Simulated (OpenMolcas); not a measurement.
# CHFO (formyl fluoride), step by step

Aim: a series of 14 runs (HF/pc-1, CASSCF(4,5)/pc-1, RASSCF(4,7)/pc-1, MC-PDFT[ftBLYP](4,5)/pc-1, CASPT2(4,5)/pc-1, CASPT2[IPEA 0](4,5)/pc-1, PC-NEVPT2(4,5)/pc-1, CASPT2[IPEA 0.5](4,5)/pc-1, and more) of CHFO. 

The results are computed with OpenMolcas 26.06.

**1. The system as given**

CHFO has 4 atoms, charge 0, and is taken as a singlet. SMILES: `O=CF`. The shape is that of a PBE0-D4/def2-TZVP optimisation.

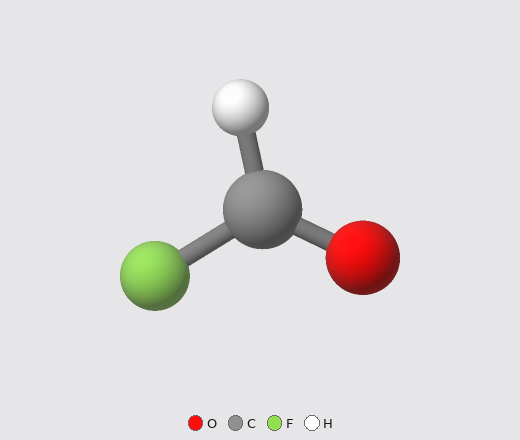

The structure, seen from a chosen angle (oxygen red, carbon grey, fluorine green, hydrogen white).

**2. A single-point energy at HF/pc-1 (RICD fitting) (run 1)**

Contents of step1.inp:

```
&GATEWAY
XBAS
O.pc-1
C.pc-1
F.pc-1
H.pc-1
End of Basis
ZMAT
O1
C2 1 1.173986
F3 2 1.335797 1 122.88018
H4 2 1.097018 1 127.78898 3 179.99978
End of ZMAT
RICD
&SEWARD
&SCF
PRORBITALS = 1 2
```

Run with:

```console
$ export MOLCAS_MEM=1860
$ pymolcas step1.inp > step1.log
```

What it wrote, cut to the lines that bear on the results:

```text
--- Start Module: gateway ---
[...]
--- Stop Module: gateway /rc=_RC_ALL_IS_WELL_ ---
--- Start Module: seward ---
[...]
      Basis functions           47
--- Stop Module: seward /rc=_RC_ALL_IS_WELL_ ---
--- Start Module: scf ---
[...]
       Convergence after  12 Iterations
[...]
::    Total SCF energy                               -212.6928214704
[...]
      Total spin, S                                     0.0000000000
[...]
      Total electronic charge=   24.000000
      Total            charge=   -0.000000
[...]
      Dipole Moment (debye):
      Origin of the operator (angstrom)=    0.4258    0.0000    1.0839
                   X= -1.6302E+00               Y=  1.4676E-06               Z=  2.0206E+00           Total=  2.5962E+00
      Quadrupole Moment (debye*angstrom):
[...]
--- Stop Module: scf /rc=_RC_ALL_IS_WELL_ ---
[...]
```

Run time: 1.6 s. Hardware: 1 thread of Arm Neoverse V2, shared host; peak memory 0.084 GiB.

**3. The excited states at CASSCF(4,5)/pc-1 (RICD fitting, 2 states averaged) (run 2)**

Contents of step2.input:

```
&GATEWAY
 XBAS
 O.pc-1
 C.pc-1
 F.pc-1
 H.pc-1
 End of Basis
 ZMAT
 O1
 C2 1 1.173986
 F3 2 1.335797 1 122.88018
 H4 2 1.097018 1 127.78898 3 179.99978
 End of ZMAT
 RICD

&SEWARD

&RASSCF
 FileOrb
 $CurrDir/step1.ScfOrb
 Spin
 1
 Nactel
 4 0 0
 Inactive
 10
 Ras2
 5
 CIRoot
 2 2 1
 OrbListing
 Nothing
```

Run with:

```console
$ export MOLCAS_MEM=1860
$ pymolcas step2.input > step2.log
```

What it wrote, cut to the lines that bear on the results:

```text
--- Start Module: gateway ---
[...]
--- Stop Module: gateway /rc=_RC_ALL_IS_WELL_ ---
--- Start Module: seward ---
[...]
      Basis functions           47
--- Stop Module: seward /rc=_RC_ALL_IS_WELL_ ---
--- Start Module: rasscf ---
[...]
      Number of active orbitals                  5
[...]
      Spin quantum number                      0.0
[...]
      Active orbitals                            5
[...]
      Number of CSFs                            50
[...]
      Number of root(s) required                 2
[...]
      Convergence after 20 iterations
[...]
      printout of CI-coefficients larger than  0.05 for root  1
      energy=    -212.753843
      conf/sym  11111     Coeff  Weight
             1  22000  -0.96829 0.93759
             4  2u00d  -0.05133 0.00264
             5  u2d00  -0.15214 0.02315
            13  20002   0.06296 0.00396
            17  udu0d   0.05489 0.00301
            20  02200   0.13997 0.01959
[...]
      Natural orbitals and occupation numbers for root  1
      sym 1:   1.938239   1.979640   0.060380   0.001881   0.019861
      Natural orbitals and occupation numbers for root  2
      sym 1:   1.989158   0.995984   1.000531   0.009902   0.004425
      ************************************************************************************************************************
      *                                                    Final results                                                     *
[...]
::    RASSCF root number  1 Total energy:   -212.75384272
::    RASSCF root number  2 Total energy:   -212.52056678
[...]
      Total electronic charge=   24.000000
      Total            charge=   -0.000000
[...]
      Dipole Moment (debye):
      Origin of the operator (angstrom)=    0.4258    0.0000    1.0839
                   X= -1.4654E+00               Y=  8.3494E-05               Z= -4.4336E-02           Total=  1.4660E+00
      Quadrupole Moment (debye*angstrom):
[...]
--- Stop Module: rasscf /rc=_RC_ALL_IS_WELL_ ---
[...]
```

It took 2.5 s on 1 thread of Arm Neoverse V2, shared host; peak memory 0.086 GiB.

Runs 3 to 13 aren't shown in full; the table further down has their settings and results.

**4. The doublet cation: a single-point energy at CASPT2[IPEA 0](3,5)/pc-1 (RICD fitting, ipea shift 0 Eh, pt2 variant SS, sigma1 shift 0.2) (run 14)**

Contents of step14.inp:

```
&GATEWAY
  Coord
  4
  angstrom
  O       -0.889340       0.201180       0.827740
  C       -0.046400       0.067520       0.021620
  F        0.585200      -1.091810      -0.181820
  H        0.350540       0.823120      -0.667550
  Basis=pc-1
  Group=NoSym
  RICD

&SEWARD

&RASSCF
  FileOrb=$CurrDir/step2.RasOrb
  Spin=2
  Nactel=3 0 0
  Inactive=10
  Ras2=5
  OrbListing=Nothing

&CASPT2
  IPEA=0
  Sig1=0.2
```

Run with:

```console
$ export MOLCAS_MEM=1860
$ pymolcas step14.inp > step14.log
```

What it wrote, cut to the lines that bear on the results:

```text
--- Start Module: gateway ---
[...]
--- Stop Module: gateway /rc=_RC_ALL_IS_WELL_ ---
[...]
      Basis functions           47
[...]
--- Start Module: rasscf ---
[...]
      Number of active orbitals                  5
[...]
      Spin quantum number                      0.5
[...]
      Active orbitals                            5
[...]
      Number of CSFs                            40
[...]
      Number of root(s) required                 1
[...]
      Convergence after 45 iterations
[...]
      printout of CI-coefficients larger than  0.05 for root  1
      energy=    -212.306440
      conf/sym  11111     Coeff  Weight
             2  u2000  -0.98890 0.97792
            30  u0002   0.11786 0.01389
            33  0u0ud  -0.06767 0.00458
      Natural orbitals and occupation numbers for root  1
      sym 1:   0.994669   1.963226   0.001209   0.005510   0.035384
      ************************************************************************************************************************
      *                                                    Final results                                                     *
[...]
::    RASSCF root number  1 Total energy:   -212.30644038
[...]
      Total electronic charge=   23.000000
      Total            charge=    1.000000
[...]
      Dipole Moment (debye):
      Origin of the operator (angstrom)=   -0.0690   -0.3309    0.1952
                   X= -4.4102E-01               Y=  3.2168E+00               Z= -7.6835E-01           Total=  3.3366E+00
      Center of Charge (angstrom)
[...]
--- Stop Module: rasscf /rc=_RC_ALL_IS_WELL_ ---
[...]
--- Start Module: caspt2 ---
[...]
      E2 (Variational):          -0.4154864987
      Total energy:            -212.7219268793
[...]
      Reference weight:           0.90235
[...]
::    CASPT2 Root  1     Total energy:   -212.72192688
[...]
--- Stop Module: caspt2 /rc=_RC_ALL_IS_WELL_ ---
[...]
```

Wall time 5.1 s (1 thread of Arm Neoverse V2, shared host); peak memory 0.087 GiB.

**5. The series**

```csv
run,level,starting guess,task,partner,energy (Eh),dipole moment (D) of the reference,wall time
1,HF/pc-1 (RICD fitting),–,energy,base,-212.692821,2.60,1.6 s
2,"CASSCF(4,5)/pc-1 (RICD fitting, 2 states averaged)",orbitals of step 1,excited,base,-212.753843,2.32,2.5 s
3,"CASSCF(4,5)/pc-1 (RICD fitting, PCM carbontetrachloride, 2 states averaged)",orbitals of step 2,excited,base,-212.756813,2.49,5.4 s
4,"RASSCF(4,7)/pc-1 (RICD fitting, 2 states averaged)",orbitals of step 2,excited,base,-212.736292,2.22,3 s
5,"CASSCF(4,5)/pc-1 (RICD fitting, 2 states averaged, root 1)",orbitals of step 2,gradient,base,-212.753843,2.32,2.8 s
6,"MC-PDFT[ftBLYP](4,5)/pc-1 (RICD fitting, 2 states averaged)",orbitals of step 2,excited,base,-213.739038,2.32,2.5 s
7,"CASPT2(4,5)/pc-1 (RICD fitting, ipea shift 0.25 Eh, pt2 variant XDW, real shift 0.2 Eh, 2 states averaged)",orbitals of step 2,excited,triplet,-212.961272,1.51,4.2 s
8,"CASPT2[IPEA 0](4,5)/pc-1 (RICD fitting, ipea shift 0 Eh, pt2 variant XMS, real shift 0.3 Eh, 2 states averaged)",orbitals of step 2,excited,base,-213.182102,2.32,2.4 s
9,"CASSCF(4,5)/pc-1 (RICD fitting, 2 states averaged)",orbitals of step 2,excited,base,-212.753843,2.32,2 s
10,"PC-NEVPT2(4,5)/pc-1 (RICD fitting, pt2 variant QD-PC-NEVPT2, 2 states averaged)",orbitals of step 2,excited,base,-213.176709,2.32,2.1 s
11,"CASSCF(4,5)/pc-1 (RICD fitting)",orbitals of step 2,optimise,base,-212.764175,2.35,14 s
12,"CASPT2[IPEA 0](4,5)/pc-1 (RICD fitting, ipea shift 0 Eh, pt2 variant XMS, root 2, 2 states averaged)",orbitals of step 2,gradient,base,-212.963011,–,4.2 s
13,"CASPT2[IPEA 0.5](4,5)/pc-1 (RICD fitting, ipea shift 0.5 Eh, pt2 variant SS, 2 states averaged, sigma1 shift 0.2)",orbitals of step 2,excited,base,-213.184843,2.32,2.5 s
14,"CASPT2[IPEA 0](3,5)/pc-1 (RICD fitting, ipea shift 0 Eh, pt2 variant SS, sigma1 shift 0.2)",orbitals of step 2,energy,cation,-212.721927,–,5.1 s
```

**6. Results**

```
                                        quantity          value
                    doublet cation: total energy  -212.72193 Eh
energy change from gas to solvent at fixed shape      -0.081 eV
```

What this shows: The solvent model (PCM, carbontetrachloride) lowers the energy by 0.08 eV (−1.9 kcal/mol) at the same shape. It holds the electrostatic part alone, without cavity or dispersion terms. All runs together took 54 s, the longest 14 s.
